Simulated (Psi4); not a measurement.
# CrH4 (SMILES [H][Cr]([H])([H])[H]) at U-r2SCAN/def2-TZVP

What is the vertical ionisation energy of CrH4 at U-r2SCAN/def2-TZVP? 

Program for the calculation: Psi4 1.11.

9 further runs of the same task are left out: 7 that didn't finish, 2 set aside as unsound or not needed.

**1. Starting point**

The species is CrH4 (5 atoms), meant as a triplet with charge 0. As SMILES, `[H][Cr]([H])([H])[H]`. The shape comes from GFN2-xTB, which is rough for such elements, and wasn't checked as a minimum.

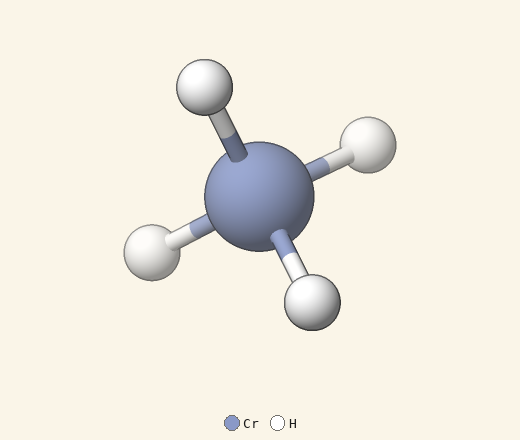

Viewed from a chosen angle; chromium light blue, hydrogen white.

**2. Energy and forces at U-r2SCAN/def2-TZVP**

File crh4.inp:

```
memory 1600 mb

molecule {
  0 3
  Cr    -0.002300     0.001930     0.000380
  H      0.009710    -0.019490     1.552760
  H      1.458230     0.009740    -0.528040
  H     -0.736930     1.274070    -0.500210
  H     -0.728720    -1.266260    -0.524880
  symmetry c1
  no_reorient
  no_com
}

set basis def2-TZVP
set reference uks
set puream true
set e_convergence 1e-09
set d_convergence 1e-08
set scf_type pk
set dft_radial_points 99
set dft_spherical_points 590
set maxiter 200

E = gradient("r2scan")
print_variables()
```

Started as:

```bash
psi4 -i crh4.inp -o crh4.out -n 1
```

crh4.out:

```text
[...]
  Running in c1 symmetry.
[...]
  Nuclear repulsion =   33.970233076583447
[...]
  Multiplicity = 3
[...]
  Nalpha       = 15
  Nbeta        = 13
[...]
    Number of basis functions: 69
[...]
   @UKS iter   1: -1042.32044836117825    3.95660e+00   5.47587e-02 ADIIS/DIIS
[...]
   @UKS iter  18: -1046.71567668246121   -3.41061e-12   2.47803e-09 DIIS
[...]
   @S^2 Observed:                2.112142539E+00
[...]
    Orbital Energies [Eh]
    ---------------------
    Alpha Occupied:
       1A   -215.324044     2A    -24.626993     3A    -20.894560
       4A    -20.894527     5A    -20.894489     6A     -2.912461
       7A     -1.859644     8A     -1.859596     9A     -1.859547
      10A     -0.335720    11A     -0.306962    12A     -0.306841
      13A     -0.306726    14A     -0.257090    15A     -0.257018
    Alpha Virtual:
      16A     -0.132916    17A     -0.132481    18A     -0.132176
      19A      0.073115    20A      0.094838    21A      0.095007
      22A      0.095251    23A      0.114740    24A      0.114747
      25A      0.215039    26A      0.260629    27A      0.260754
[...]
  @UKS Final Energy: -1046.71567668246121
   => Energetics <=
    Nuclear Repulsion Energy =             33.9702330765834475
    One-Electron Energy =               -1505.3979309796268353
    Two-Electron Energy =                 474.7034781177644049
    DFT Exchange-Correlation Energy =     -49.9914568971823314
    Empirical Dispersion Energy =           0.0000000000000000
    VV10 Nonlocal Energy =                  0.0000000000000000
    Total Energy =                      -1046.7156766824612077
[...]
 Multipole Moments:
 ------------------------------------------------------------------------------------
     Multipole            Electronic (a.u.)      Nuclear  (a.u.)        Total (a.u.)
 ------------------------------------------------------------------------------------
 L = 1.  Multiply by 2.5417464519 to convert [e a0] to [Debye]
 Dipole X            :          0.0943956           -0.0999854           -0.0055898
 Dipole Y            :         -0.0791632            0.0838660            0.0047028
 Dipole Z            :         -0.0155248            0.0165351            0.0010103
 Magnitude           :                                                    0.0073745
[...]
  -Total Gradient:
     Atom            X                  Y                   Z
    ------   -----------------  -----------------  -----------------
       1       -0.000413723452     0.000430940654     0.000072017777
       2       -0.000066038370     0.000006595192    -0.009946078988
       3       -0.009169939897    -0.000082429937     0.003241561092
       4        0.004937869973    -0.008266980788     0.003233109504
       5        0.004724524054     0.007901132746     0.003383139583
[...]
```

Run time: 35 s. Hardware: 1 thread of AMD EPYC 9R45 (Zen 5), shared host; peak memory 0.95 GiB.

**3. The doublet cation: the energy at U-r2SCAN/def2-TZVP**

File run.py:

```python
import psi4

psi4.set_memory('1600 MB')
psi4.set_num_threads(1)
psi4.core.set_output_file('output.dat', False)

geom = psi4.geometry("""
1 2
Cr    -0.002300     0.001930     0.000380
H      0.009710    -0.019490     1.552760
H      1.458230     0.009740    -0.528040
H     -0.736930     1.274070    -0.500210
H     -0.728720    -1.266260    -0.524880
symmetry c1
""")

psi4.set_options({
    'basis': 'def2-TZVP',
    'reference': 'uks',
    'puream': True,
    'e_convergence': 1e-09,
    'd_convergence': 1e-08,
    'scf_type': 'pk',
    'dft_radial_points': 99,
    'dft_spherical_points': 590,
    'maxiter': 200,
})

result, w = psi4.energy('r2scan', molecule=geom, return_wfn=True)
print(f'r2scan energy: {result:.10f} Eh')
```

Started as:

```bash
python run.py
```

output.dat:

```text
[...]
  Running in c1 symmetry.
[...]
  Nuclear repulsion =   33.970233076583447
[...]
  Multiplicity = 2
[...]
  Nalpha       = 14
  Nbeta        = 13
[...]
    Number of basis functions: 69
[...]
   @UKS iter   1: -1042.18149038269667    4.09556e+00   5.30941e-02 ADIIS/DIIS
[...]
   @UKS iter  20: -1046.33083921037974   -2.95586e-12   3.94140e-09 DIIS
[...]
   @S^2 Observed:                8.138382740E-01
[...]
    Orbital Energies [Eh]
    ---------------------
    Alpha Occupied:
       1A   -215.659946     2A    -24.957034     3A    -21.233869
       4A    -21.222845     5A    -21.222827     6A     -3.216721
       7A     -2.163987     8A     -2.161045     9A     -2.161024
      10A     -0.607909    11A     -0.607794    12A     -0.600364
      13A     -0.583809    14A     -0.547220
    Alpha Virtual:
      15A     -0.508356    16A     -0.411019    17A     -0.410684
      18A     -0.396325    19A     -0.104506    20A     -0.104226
      21A     -0.100051    22A     -0.081451    23A     -0.062981
      24A     -0.059171    25A     -0.009065    26A      0.073318
[...]
  @UKS Final Energy: -1046.33083921037974
   => Energetics <=
    Nuclear Repulsion Energy =             33.9702330765834475
    One-Electron Energy =               -1496.5389088148886003
    Two-Electron Energy =                 465.8572024367197173
    DFT Exchange-Correlation Energy =     -49.6193659087944923
    Empirical Dispersion Energy =           0.0000000000000000
    VV10 Nonlocal Energy =                  0.0000000000000000
    Total Energy =                      -1046.3308392103797360
[...]
 Multipole Moments:
 ------------------------------------------------------------------------------------
     Multipole            Electronic (a.u.)      Nuclear  (a.u.)        Total (a.u.)
 ------------------------------------------------------------------------------------
 L = 1.  Multiply by 2.5417464519 to convert [e a0] to [Debye]
 Dipole X            :         -0.0136568            0.0107660           -0.0028908
 Dipole Y            :          0.0113459           -0.0090513            0.0022946
 Dipole Z            :          0.0021978           -0.0017709            0.0004269
 Magnitude           :                                                    0.0037154
[...]
```

On the terminal:

```text
r2scan energy: -1046.3308392104 Eh
```

Wall time 34 s (1 thread of AMD EPYC 9R45 (Zen 5), shared host); peak memory 0.95 GiB.

**4. Summary of results**

Level: U-r2SCAN/def2-TZVP.

| quantity | value |
| --- | --- |
| triplet CrH4: total energy | -1046.71568 Eh |
| triplet CrH4: dipole moment | 0.02 D |
| triplet CrH4: HOMO energy (highest over α and β) | -6.99 eV |
| triplet CrH4: LUMO energy (lowest over α and β) | -3.62 eV |
| triplet CrH4: ⟨S²⟩ | 2.112 |
| triplet CrH4: largest force on an atom | 0.522 eV/Å |
| doublet cation: total energy | -1046.33084 Eh |
| doublet cation: HOMO energy (highest over α and β) | -14.89 eV |
| doublet cation: LUMO energy (lowest over α and β) | -13.83 eV |
| doublet cation: ⟨S²⟩ | 0.814 |
| vertical ionisation energy (to the doublet cation) | 10.472 eV |

In words: The vertical ionisation energy comes to 10.47 eV (1010 kJ/mol). The largest force (triplet CrH4) is 0.52 eV/Å: the shape isn't a stationary point for this species at this level. ⟨S²⟩ (triplet CrH4) is 2.11 where a pure triplet has 2.00: the reference is spin-contaminated.
